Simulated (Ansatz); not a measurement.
## Phonons of ZnSnW in the AlB2 type

Question: is the lattice of ZnSnW in the AlB2 type stable, and if so, what are its coupling constant and resistivity?

Main program and level: Ansatz 0.2.0; DFT PBE, scalar-relativistic, plane waves, PAW; PAW set soft_1.

The structure was built from a prototype and need not be the compound's stable phase.

## Step 1: The structure

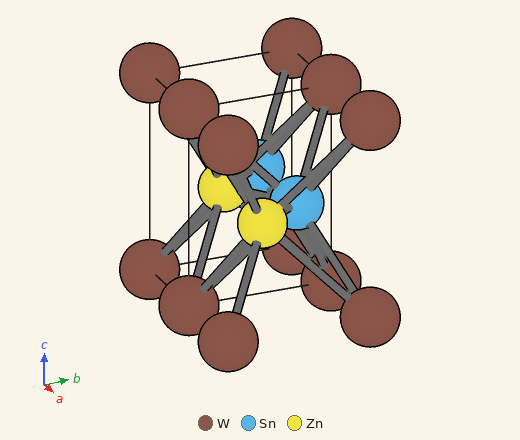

The starting structure, seen slightly off an axis (tungsten brown, tin blue, zinc yellow). 2×1×1 cells are drawn. Some periodic images of atoms are drawn too.

## Step 2: Relaxing cell and atoms

Lattice constant and positions set the bands and the force constants, so the cell is relaxed first.

The input, input.yaml:

```yaml
crystal:
  lattice:
    - [3.99326, 0.0, 0.0]
    - [-1.99663, 3.45826, 0.0]
    - [0.0, 0.0, 4.19292]
  atoms:
    - { symbol: W, position: [0.0, 0.0, 0.0] }
    - { symbol: Sn, position: [0.33333333, 0.66666667, 0.5] }
    - { symbol: Zn, position: [0.66666667, 0.33333333, 0.5] }
kpoints:
  mp_grid: { grid: [9, 9, 8] }
hamiltonian:
  xc: pbe
  pseudopotentials: { kind: paw, azcp: { folder: soft_1 } }
scf:
  occupations: { method: gaussian, width: 0.1 }
output:
  forces: true
  stress: true
  eigenvalues: true
relax:
  adjacent_minimum: "off"
  f_tol: 0.005
  max_steps: 80
  cell: { stress_tol: 0.05 }
```

Started as:

```
> ansatz run input.yaml --threads 4 --pin off --max-ram 12288MiB --backend cpu --events-out ev --progress --plain --runs-dir out
```

Numbers of over 12 decimals in the logs are rounded to 6 here.

The program printed:

```text
Engine: ansatz 0.2.0, aarch64-unknown-linux-gnu
Pseudopotentials: kind: paw
Pseudopotential: W, paw, valence charge 14, recommended cutoff 420 eV (normal), soft_1/W.paw.azcp
Pseudopotential: Sn, paw, valence charge 14, recommended cutoff 420 eV (normal), soft_1/Sn.paw.azcp
Pseudopotential: Zn, paw, valence charge 12, recommended cutoff 420 eV (normal), soft_1/Zn.paw.azcp
Functional definition: PBE
  parameter kappa = 0.804
  parameter beta = 0.066725
  exchange = pbe_x(kappa = kappa, mu = beta*pi^2/3)
  correlation = pbe_c(beta = beta)
Crystal: 3 atoms, lattice volume = 57.903 Å³
Basis set: ecut = 420 eV, 1131 PW (Γ), exchange–correlation on 54×54×60 points (8 copies of the dense FFT grid, shifted against one another)
Bands: 24, of which v1, the nominal top of the filled ones, is band 20 counted from 1 (19 counted from 0)
Symmetry: 12 space group operations
Space group: P-6m2 (ITA 187), of the structure as read, at distance tolerance 3.9e-5 Å
k-points: 60 of 648 (time reversal used)
Non-local potential: W, projectors of the file, l = 0: 3, l = 1: 2, l = 2: 2, l = 3: 1
Non-local potential: Sn, projectors of the file, l = 0: 2, l = 1: 2, l = 2: 2, l = 3: 1
Non-local potential: Zn, projectors of the file, l = 0: 2, l = 1: 2, l = 2: 3, l = 3: 1
PAW form: soft (Blöchl's): semilocal exchange-correlation on the pseudo side does not see the compensation charge
PAW one-centre angular grid: W, 590 points (default); XC on 64 Gauss nodes
PAW one-centre angular grid: Sn, 590 points (default); XC on 64 Gauss nodes
PAW one-centre angular grid: Zn, 590 points (default); XC on 64 Gauss nodes
Initial density: superposition of atomic densities (chi_scale 0.1, normalization cell, long waves kept (reshape's long-wave potential 0.00 eV rms))
Initial wavefunctions: pseudopotential atomic-orbital guess
Functional: x = pbe(κ = 0.804, μ = 0.219515), c = pbe(β = 0.066725)
SCF iter   1: F=—  HF=-19725.316948 eV  |F-HF|=—  |Δ(HF+E_count)|=         —  Δρ=6.21e-2  dr2=4.80e0  ethr=3.10e-3  ⟨swp⟩=5.7  Hψ=6792  notcnv=0
preconditioner: auto → Kerker (q_TF=auto, 2.565 Å⁻¹)  [metal: Δε(μ)=0.027 eV  Ē_g=13.331 eV  σ=0.100 eV  W_gap=0.15  n_scr=20 (ndim 8)  ℏωp=27.6 eV  f_vac=0.000  D(μ)=2.73/eV (n_scr^D=20)]
SCF iter   2: F=—  HF=-19724.472211 eV  |F-HF|=—  |Δ(HF+E_count)|=   8.45e-1  Δρ=2.12e-2  dr2=4.60e-1  ethr=3.10e-3  ⟨swp⟩=2.1  Hψ=2297  notcnv=0
SCF iter   3: F=—  HF=-19724.396278 eV  |F-HF|=—  |Δ(HF+E_count)|=   7.59e-2  Δρ=8.85e-3  dr2=2.90e-2  ethr=1.15e-3  ⟨swp⟩=2.0  Hψ=2352  notcnv=0
SCF iter   4: F=—  HF=-19724.392717 eV  |F-HF|=—  |Δ(HF+E_count)|=   3.56e-3  Δρ=5.61e-3  dr2=1.13e-2  ethr=7.25e-5  ⟨swp⟩=2.0  Hψ=2586  notcnv=0
SCF iter   5: F=—  HF=-19724.391547 eV  |F-HF|=—  |Δ(HF+E_count)|=   1.17e-3  Δρ=1.57e-3  dr2=1.57e-3  ethr=2.81e-5  ⟨swp⟩=2.0  Hψ=1910  notcnv=0
SCF iter   6: F=—  HF=-19724.391358 eV  |F-HF|=—  |Δ(HF+E_count)|=   1.89e-4  Δρ=3.94e-4  dr2=1.05e-4  ethr=3.92e-6  ⟨swp⟩=2.4  Hψ=2439  notcnv=0
SCF iter   7: F=—  HF=-19724.391366 eV  |F-HF|=—  |Δ(HF+E_count)|=   8.70e-6  Δρ=2.54e-4  dr2=2.96e-5  ethr=2.61e-7  ⟨swp⟩=2.0  Hψ=1988  notcnv=0
SCF iter   8: F=—  HF=-19724.391363 eV  |F-HF|=—  |Δ(HF+E_count)|=   2.83e-6  Δρ=3.99e-5  dr2=1.40e-6  ethr=7.40e-8  ⟨swp⟩=2.1  Hψ=1954  notcnv=0
SCF iter   9: F=—  HF=-19724.391364 eV  |F-HF|=—  |Δ(HF+E_count)|=   1.86e-7  Δρ=3.32e-5  dr2=3.64e-7  ethr=3.51e-9  ⟨swp⟩=2.0  Hψ=2403  notcnv=0
SCF iter  10: F=-19724.391364 eV  HF=-19724.391364 eV  |F-HF|=3.49e-8  |Δ(HF+E_count)|=   8.56e-8  Δρ=9.19e-6  dr2=4.39e-8  ethr=2.50e-10  ⟨swp⟩=5.3  Hψ=5706  notcnv=0
SCF 1 converged in 10 iterations: F = -19724.391364 eV  dr2 = 4.39e-8
  greatest PAW one-centre occupation: 0.999 electrons in one spin orbital (limit 2), on the W atom at site 0 (counted from 0), in its partial waves of l = 0
relax step   1: F+E_penalty+E_count = -19724.39136361 eV  Δ(F+E_penalty+E_count) = +0.000e0 eV  max|allowed force component| = 3.207e-16 eV/Å  Δτ_max = 0.0000 Å  P = +3.699 GPa  Ω = 57.903 Å³  (10 SCF iters, dr2 threshold 1.00e-7 eV, accepted)
Crystal: 3 atoms, lattice volume = 57.709 Å³
Basis set: ecut = 420 eV, 1117 PW (Γ), exchange–correlation on 54×54×60 points (8 copies of the dense FFT grid, shifted against one another)
Initial density: handed on by an earlier stage of this run
Initial wavefunctions: those handed on with the density
iter 1 solved again at ethr=2.57e-4 eV; its pass at ethr=3.10e-3 eV (dr2=1.03e-1 eV) is discarded
SCF iter   1: F=—  HF=-19724.973094 eV  |F-HF|=—  |Δ(HF+E_count)|=         —  Δρ=1.33e-2  dr2=1.02e-1  ethr=2.57e-4  ⟨swp⟩=1.0  Hψ=9150  notcnv=0
preconditioner: auto → Kerker (q_TF=auto, 2.567 Å⁻¹)  [metal: Δε(μ)=0.004 eV  Ē_g=12.477 eV  σ=0.100 eV  W_gap=0.02  n_scr=20 (ndim 8)  ℏωp=27.7 eV  f_vac=0.000  D(μ)=4.87/eV (n_scr^D=70)]
SCF iter   2: F=—  HF=-19724.956448 eV  |F-HF|=—  |Δ(HF+E_count)|=   1.66e-2  Δρ=4.32e-3  dr2=1.15e-2  ethr=2.55e-4  ⟨swp⟩=1.1  Hψ=1443  notcnv=0
SCF iter   3: F=—  HF=-19724.954963 eV  |F-HF|=—  |Δ(HF+E_count)|=   1.48e-3  Δρ=1.41e-3  dr2=1.43e-3  ethr=2.88e-5  ⟨swp⟩=1.2  Hψ=1452  notcnv=0
SCF iter   4: F=—  HF=-19724.954839 eV  |F-HF|=—  |Δ(HF+E_count)|=   1.24e-4  Δρ=6.66e-4  dr2=2.21e-4  ethr=3.59e-6  ⟨swp⟩=2.0  Hψ=2041  notcnv=0
SCF iter   5: F=—  HF=-19724.954763 eV  |F-HF|=—  |Δ(HF+E_count)|=   7.58e-5  Δρ=3.93e-4  dr2=4.96e-5  ethr=5.53e-7  ⟨swp⟩=2.0  Hψ=2047  notcnv=0
SCF iter   6: F=—  HF=-19724.954752 eV  |F-HF|=—  |Δ(HF+E_count)|=   1.03e-5  Δρ=1.51e-4  dr2=8.90e-6  ethr=1.24e-7  ⟨swp⟩=2.0  Hψ=1924  notcnv=0
SCF iter   7: F=—  HF=-19724.954753 eV  |F-HF|=—  |Δ(HF+E_count)|=   7.58e-7  Δρ=3.78e-5  dr2=7.04e-7  ethr=2.22e-8  ⟨swp⟩=2.1  Hψ=2085  notcnv=0
SCF iter   8: F=-19724.954753 eV  HF=-19724.954753 eV  |F-HF|=5.98e-9  |Δ(HF+E_count)|=   5.00e-8  Δρ=1.54e-5  dr2=7.84e-8  ethr=7.50e-10  ⟨swp⟩=6.6  Hψ=6932  notcnv=0
SCF 2 converged in 8 iterations: F = -19724.954753 eV  dr2 = 7.84e-8
relax step   2: F+E_penalty+E_count = -19724.95475319 eV  Δ(F+E_penalty+E_count) = -5.634e-1 eV  max|allowed force component| = 1.881e-16 eV/Å  Δτ_max = 0.0000 Å  P = +0.564 GPa  Ω = 57.709 Å³  energy of the carried Pulay correction = +4.249e-5 eV  (8 SCF iters, dr2 threshold 3.00e-7 eV, accepted)
Crystal: 3 atoms, lattice volume = 56.612 Å³
Basis set: ecut = 420 eV, 1135 PW (Γ), exchange–correlation on 54×54×60 points (8 copies of the dense FFT grid, shifted against one another)
iter 1 solved again at ethr=2.03e-4 eV; its pass at ethr=3.10e-3 eV (dr2=8.13e-2 eV) is discarded
[...]
relax step   4: F+E_penalty+E_count = -19725.90626777 eV  Δ(F+E_penalty+E_count) = -4.518e-1 eV  max|allowed force component| = 7.421e-17 eV/Å  Δτ_max = 0.0000 Å  P = -0.465 GPa  Ω = 55.049 Å³  energy of the carried Pulay correction = +8.930e-4 eV  (7 SCF iters, dr2 threshold 3.00e-7 eV, accepted)
relax step   5: F+E_penalty+E_count = -19726.39678895 eV  Δ(F+E_penalty+E_count) = -4.905e-1 eV  max|allowed force component| = 3.007e-17 eV/Å  Δτ_max = 0.0000 Å  P = -5.747 GPa  Ω = 55.915 Å³  energy of the carried Pulay correction = +5.754e-4 eV  (7 SCF iters, dr2 threshold 3.00e-7 eV, accepted)
relax step   6: F+E_penalty+E_count = -19726.73731779 eV  Δ(F+E_penalty+E_count) = -3.405e-1 eV  max|allowed force component| = 5.937e-17 eV/Å  Δτ_max = 0.0000 Å  P = -0.914 GPa  Ω = 52.992 Å³  energy of the carried Pulay correction = +1.570e-3 eV  (7 SCF iters, dr2 threshold 3.00e-7 eV, accepted)
relax step   7: F+E_penalty+E_count = -19727.14577382 eV  Δ(F+E_penalty+E_count) = -4.085e-1 eV  max|allowed force component| = 3.874e-17 eV/Å  Δτ_max = 0.0000 Å  P = +2.820 GPa  Ω = 51.157 Å³  energy of the carried Pulay correction = +2.214e-3 eV  (6 SCF iters, dr2 threshold 3.00e-7 eV, accepted)
relax step   8: F+E_penalty+E_count = -19727.36282173 eV  Δ(F+E_penalty+E_count) = -2.170e-1 eV  max|allowed force component| = 1.696e-17 eV/Å  Δτ_max = 0.0000 Å  P = +6.576 GPa  Ω = 50.042 Å³  energy of the carried Pulay correction = +2.607e-3 eV  (7 SCF iters, dr2 threshold 3.00e-7 eV, accepted)
relax step   9: F+E_penalty+E_count = -19727.39692697 eV  Δ(F+E_penalty+E_count) = -3.411e-2 eV  max|allowed force component| = 2.853e-17 eV/Å  Δτ_max = 0.0000 Å  P = +2.678 GPa  Ω = 51.221 Å³  energy of the carried Pulay correction = +2.169e-3 eV  (6 SCF iters, dr2 threshold 3.00e-7 eV, accepted)
relax step  10: F+E_penalty+E_count = -19727.40443557 eV  Δ(F+E_penalty+E_count) = -7.509e-3 eV  max|allowed force component| = 3.238e-17 eV/Å  Δτ_max = 0.0000 Å  P = -0.219 GPa  Ω = 52.214 Å³  energy of the carried Pulay correction = +1.807e-3 eV  (6 SCF iters, dr2 threshold 3.00e-7 eV, accepted)
relax step  11: F+E_penalty+E_count = -19727.40452819 eV  Δ(F+E_penalty+E_count) = -9.262e-5 eV  max|allowed force component| = 3.238e-17 eV/Å  Δτ_max = 0.0000 Å  P = +0.005 GPa  Ω = 52.133 Å³  energy of the carried Pulay correction = +1.837e-3 eV  (6 SCF iters, dr2 threshold 1.71e-7 eV, accepted)
relax step  12: F+E_penalty+E_count = -19727.42087472 eV  Δ(F+E_penalty+E_count) = -1.635e-2 eV  max|allowed force component| = 2.776e-17 eV/Å  Δτ_max = 0.0000 Å  P = +0.590 GPa  Ω = 52.133 Å³  stress off target by 8.94e-1 GPa  SCF on the basis re-selected at this cell (its energy is not comparable with the rows above)  (7 SCF iters)
relax step  13: F+E_penalty+E_count = -19727.42165776 eV  Δ(F+E_penalty+E_count) = -7.830e-4 eV  max|allowed force component| = 2.930e-17 eV/Å  Δτ_max = 0.0000 Å  P = +0.098 GPa  Ω = 52.350 Å³  energy of the carried Pulay correction = -9.830e-5 eV  (6 SCF iters, dr2 threshold 3.00e-7 eV, accepted)
relax step  14: F+E_penalty+E_count = -19727.42165281 eV  Δ(F+E_penalty+E_count) = +4.949e-6 eV  max|allowed force component| = 3.547e-17 eV/Å  Δτ_max = 0.0000 Å  P = +0.001 GPa  Ω = 52.387 Å³  energy of the carried Pulay correction = -1.146e-4 eV  (6 SCF iters, dr2 threshold 2.65e-8 eV, accepted)
iter 1 solved again at ethr=5.27e-7 eV; its pass at ethr=3.10e-3 eV (dr2=2.11e-4 eV) is discarded
SCF iter   1: F=—  HF=-19727.421713 eV  |F-HF|=—  |Δ(HF+E_count)|=         —  Δρ=1.82e-4  dr2=3.82e-7  ethr=5.27e-7  ⟨swp⟩=3.0  Hψ=10229  notcnv=0
eigensolver tolerance schedule: the retry pair's looser diagonalisation over-reported the residual by 550.53 of it (diagonalisation noise at 0.10 of the residual, at the tolerance the schedule requests for it); recorded, not acted on — ethr = c·dr2/N_el stays at c = 1.0e-1
preconditioner: auto → none  [metal: Δε(μ)=0.051 eV  Ē_g=12.880 eV  σ=0.100 eV  W_gap=0.28  n_scr=8 (ndim 8)  ℏωp=29.0 eV  f_vac=0.000  D(μ)=1.75/eV (n_scr^D=8)]
SCF iter   2: F=—  HF=-19727.421754 eV  |F-HF|=—  |Δ(HF+E_count)|=   4.07e-5  Δρ=9.21e-5  dr2=1.38e-7  ethr=9.56e-10  ⟨swp⟩=2.2  Hψ=2179  notcnv=0
SCF iter   3: F=—  HF=-19727.421766 eV  |F-HF|=—  |Δ(HF+E_count)|=   1.19e-5  Δρ=1.85e-5  dr2=9.93e-8  ethr=3.46e-10  ⟨swp⟩=2.0  Hψ=2063  notcnv=0
SCF iter   4: F=—  HF=-19727.421766 eV  |F-HF|=—  |Δ(HF+E_count)|=   4.01e-8  Δρ=1.14e-6  dr2=5.03e-10  ethr=2.48e-10  ⟨swp⟩=2.0  Hψ=1977  notcnv=0
SCF iter   5: F=—  HF=-19727.421766 eV  |F-HF|=—  |Δ(HF+E_count)|=  8.04e-10  Δρ=3.81e-7  dr2=4.21e-11  ethr=1.26e-12  ⟨swp⟩=2.0  Hψ=2086  notcnv=0
SCF iter   6: F=-19727.421766 eV  HF=-19727.421766 eV  |F-HF|=3.64e-12  |Δ(HF+E_count)|=  1.35e-10  Δρ=7.99e-8  dr2=1.89e-12  ethr=1.00e-12  ⟨swp⟩=6.3  Hψ=6745  notcnv=0
SCF 15 converged in 6 iterations: F = -19727.421766 eV  dr2 = 1.89e-12
relax step  15: F+E_penalty+E_count = -19727.42176580 eV  Δ(F+E_penalty+E_count) = -1.130e-4 eV  max|allowed force component| = 2.621e-17 eV/Å  Δτ_max = 0.0000 Å  P = +0.001 GPa  Ω = 52.387 Å³  stress off target by 3.60e-3 GPa  SCF on the basis re-selected at this cell (its energy is not comparable with the rows above)  (6 SCF iters)
basis re-selected at this cell: Δ(F+E_penalty+E_count) = -1.130e-4 eV, ΔP = +0.000 GPa vs the last step (what re-selecting the basis moved, of the pressure what is left beyond the Pulay correction that the steps carried, after the strain that the cell walked since its last selection, with what the two solves' SCF thresholds leave and, on support functions, any second-order correction that the steps lacked; it is no m [...]
SCF converged after 6 iterations
Free energy (F): -19727.421766 eV
Harris-Foulkes:  -19727.421766 eV  (|F-HF|=3.64e-12)
Internal energy: -19727.413006 eV  (E = F + TS)
E sigma→0 (E₀):  -19727.417386 eV
Entropy (-TS):   -0.008759 eV (-2.920 meV/atom)
Fermi energy:    16.066477 eV
--- Per-component energies (eV) ---
  E_band       = -76.052563
  E_kinetic    = 738.098853
  E_local      = -3130.669033  (includes V_loc(G=0)·N_el)
  E_nonlocal   = 938.058089
  E_hartree    = 1323.074493
  E_xc         = -471.521393
  E_vxc        = -362.368849  (∫ρ·V_xc dr)
  E_paw        = -14844.889302  (= ΣΔE_a)
  E_vpaw       = -905.320765  (= ΣTr[D̂ρ^β])
  E_aug_tail   = 0.000183  (compensation charges beyond the density's cutoff)
  E_ewald      = -4279.564897
  E_smearing   = -0.008759  (= −TS)
  E_closure    = 0.000000  (closes the sum)
  Σ components = -19727.421766   (vs F -19727.421766, Δ=0.00e0)
--- Forces (eV/Å), atoms counted from 1 ---
  atom   1  W      0.00000000    -0.00000000     0.00000000
  atom   2  Sn     0.00000000     0.00000000     0.00000000
  atom   3  Zn    -0.00000000     0.00000000     0.00000000
  max |Σ_I F_I| component: 5.09e-17 eV/Å
--- Stress (GPa, compression-positive) ---
        0.002773       0.000000       0.000000
        0.000000       0.002773       0.000000
        0.000000       0.000000      -0.003603
  P = ⅓ Tr σ = 0.0006 GPa (0.006 kbar)
--- Band table (eV; the first three rows and the last of 60) ---
  k-point 0: bands = [... 16 lower, 11.9135, 12.4304, 14.0530, 16.8643, 16.8643, 18.1672, 18.1672, 20.4476]
  k-point 1: bands = [... 16 lower, 12.2468, 13.0562, 14.3013, 15.9206, 15.9206, 19.0641, 19.0641, 19.8545]
  k-point 2: bands = [... 16 lower, 13.1606, 14.2727, 14.6845, 14.6845, 14.9712, 17.7380, 19.7267, 19.7267]
  k-point 59: bands = [... 16 lower, 11.6512, 14.0371, 14.1781, 15.4960, 16.5347, 17.2791, 17.3411, 17.8925]
--- Relaxed structure (13 steps of the walk, 13 accepted, 2 SCFs on fresh bases) ---
  F+E_penalty+E_count = -19727.42176580 eV   max|allowed force component| = 2.621e-17 eV/Å   (the final SCF, on the basis selected at the relaxed cell)
  cell:  # Å, volume = 52.3872 Å³
    - [4.660155, 0, 0.0]
    - [-2.330077, 4.035812, 0.0]
    - [0.0, 0.0, 2.785441]
  atoms:
    - { symbol: W, position: [0, 0, 0.0] }
    - { symbol: Sn, position: [0.333333, 0.666667, 0.500000] }
    - { symbol: Zn, position: [0.666667, 0.333333, 0.500000] }
```

Elapsed: 34 s, on 4 threads of Arm Neoverse V2, shared host; peak memory 0.47 GiB.

The steps of the relaxation:

```csv
step,energy less that of the first step (eV),largest force component (eV/Å),pressure (GPa),volume (Å³)
1,0.0000,0.0000,3.70,57.90
2,-0.5634,0.0000,0.56,57.71
3,-1.0631,0.0000,-0.67,56.61
4,-1.5149,0.0000,-0.46,55.05
5,-2.0054,0.0000,-5.75,55.92
6,-2.3460,0.0000,-0.91,52.99
7,-2.7544,0.0000,2.82,51.16
8,-2.9715,0.0000,6.58,50.04
9,-3.0056,0.0000,2.68,51.22
10,-3.0131,0.0000,-0.22,52.21
11,-3.0132,0.0000,0.00,52.13
12*,-3.0295,0.0000,0.59,52.13
13,-3.0303,0.0000,0.10,52.35
14,-3.0303,0.0000,0.00,52.39
15*,-3.0304,0.0000,0.00,52.39
```

Relaxation steps marked * repeat the geometry before them on a plane-wave basis chosen anew for their cell, so energy and pressure can jump there.

Forces are held to the 12 operations that the run works with; a distortion that breaks them can't arise in this run.

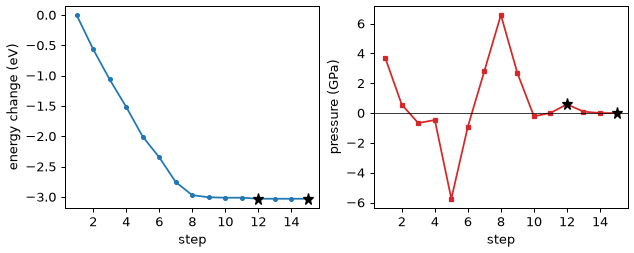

Energy and pressure along the relaxation. Stars mark steps on a basis chosen anew.

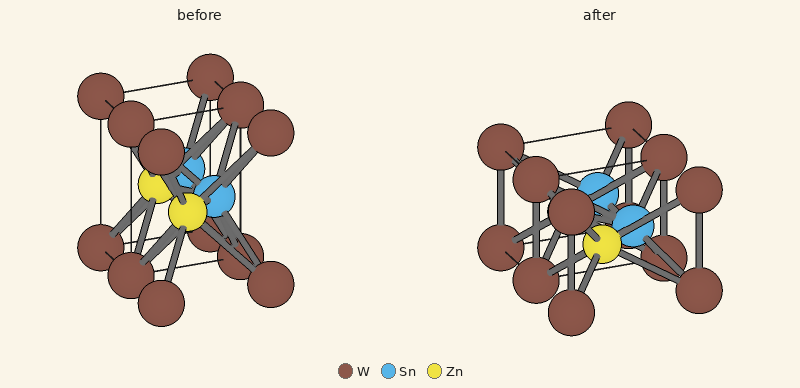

Before and after, at one scale.

```csv
cell as run,before,after,change
a (Å),3.993,4.660,+16.7 %
b (Å),3.993,4.660,+16.7 %
c (Å),4.193,2.785,-33.6 %
volume (Å³/atom),19.30,17.46,-9.5 %
```

Final coordinates:

```xyz
3
Lattice="4.6602 0.0000 0.0000 -2.3301 4.0358 0.0000 0.0000 0.0000 2.7854" Properties=species:S:1:pos:R:3 pbc="T T T"
W     0.0000    0.0000    0.0000
Sn    0.0000    2.6905    1.3927
Zn    2.3301    1.3453    1.3927
```

This step gave:

- pressure: 6.48e-4 GPa
- volume per atom: 17.46 Å³/atom
- metallic on mesh: yes
- gap on the k-mesh: 0 eV

The largest force is now zero by symmetry and the largest stress component 0.0036 GPa.

## Step 3: Relaxing cell and atoms

The cell moved far, so the relaxation is started again from the new cell to confirm it.

input.yaml, the sections that differ from step 2:

```yaml
crystal:
  lattice:
    - [4.6601548661, 0.0, 0.0]
    - [-2.330077433, 4.0358124996, 0.0]
    - [0.0, 0.0, 2.7854406391]
  atoms:
    - { symbol: W, position: [0.0, 0.0, 0.0] }
    - { symbol: Sn, position: [0.3333333333, 0.6666666667, 0.5] }
    - { symbol: Zn, position: [0.6666666667, 0.3333333333, 0.5] }
kpoints:
  mp_grid: { grid: [9, 9, 10] }
# hamiltonian, scf, output, relax: as in step 2
```

The program printed:

```text
[the first part of the log is left out]
  E_vxc        = -362.330427  (∫ρ·V_xc dr)
  E_paw        = -14844.922308  (= ΣΔE_a)
  E_vpaw       = -905.377122  (= ΣTr[D̂ρ^β])
  E_aug_tail   = 0.000186  (compensation charges beyond the density's cutoff)
  E_ewald      = -4278.752790
  E_smearing   = -0.010128  (= −TS)
  E_closure    = 0.000000  (closes the sum)
  Σ components = -19727.411291   (vs F -19727.411291, Δ=0.00e0)
[...]
--- Stress (GPa, compression-positive) ---
       -0.001487      -0.000000      -0.000000
        0.000000      -0.001487      -0.000000
        0.000000      -0.000000      -0.000615
  P = ⅓ Tr σ = -0.0012 GPa (-0.012 kbar)
--- Band table (eV; the first three rows and the last of 72) ---
[...]
--- Relaxed structure (3 steps of the walk, 2 accepted, 1 SCFs on fresh bases) ---
[...]
cell:  # Å, volume = 52.4172 Å³
    - [4.659513, -2.8863383583251637e-11, 0]
    - [-2.329756, 4.035257, 0]
    - [0, 0, 2.787804]
  atoms:
    - { symbol: W, position: [0, 0, 0] }
    - { symbol: Sn, position: [0.333333, 0.666667, 0.500000] }
    - { symbol: Zn, position: [0.666667, 0.333333, 0.500000] }
```

Run time: 9.6 s. Hardware: 4 threads; peak memory 0.46 GiB.

Little changed from the start: no atom moved by 0.005 Å and no cell edge by 0.1 %.

This step gave:

```yaml
pressure: -0.001196 GPa
volume_per_atom: 17.47 Å³/atom
```

The largest force is now zero by symmetry and the largest stress component 0.0015 GPa.

(Continued in part 2 of 2.)

[Logs are printed without paths, hosts, clocks, repeated set-up lines and the standing remarks that a program may print on its own settings, such as how far it seeks lower states.]

[Hosts, paths, dates, database ids (printed as entryN), source tags and the programs' standing remarks are cut or masked in the printed files.]
